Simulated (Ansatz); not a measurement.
Reaction (SMILES): [N]=O (N-O) → N atom + O atom
B3LYP-D3(BJ)/def2-TZVP geometries, fixed; electronic energies without zero-point terms.
Largest species:
```xyz
2

N      0.0000     0.0000    -0.6106
O      0.0000     0.0000     0.5343
```
Charge 0, spin multiplicity 2.

Basis-set convergence of the atomisation energy at HF with Ansatz (a program for electronic structure). Cartesian d functions, on some or all atoms, in 6-31G**, 6-31+G*; all else is spherical. Open shells are unrestricted. No added dispersion term, no relativity. Functions are those of the species that has most. Reference: the value in pcseg-4, 54.38 kcal/mol, itself unsure by roughly 0.23 kcal/mol (its mean distance from aug-pcseg-3, aug-cc-pVQZ, cc-pV5Z). Deviations are taken from unrounded values.

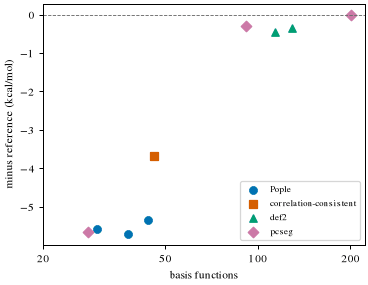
Fig. 1. Deviation from the reference against the number of basis functions, by family of sets.

| basis | functions | atomisation energy (kcal/mol) | minus reference (kcal/mol) |
|---|---|---|---|
| pcseg-1 | 28 | 48.73 | -5.65 |
| 6-31G** | 30 | 48.79 | -5.59 |
| 6-31+G* | 38 | 48.67 | -5.71 |
| 6-311+G** | 44 | 49.04 | -5.34 |
| aug-cc-pVDZ | 46 | 50.70 | -3.68 |
| aug-pcseg-2 | 92 | 54.07 | -0.31 |
| def2-QZVPP | 114 | 53.93 | -0.45 |
| def2-QZVPPD | 129 | 54.04 | -0.34 |
| pcseg-4 | 202 | 54.38 | 0.00 |
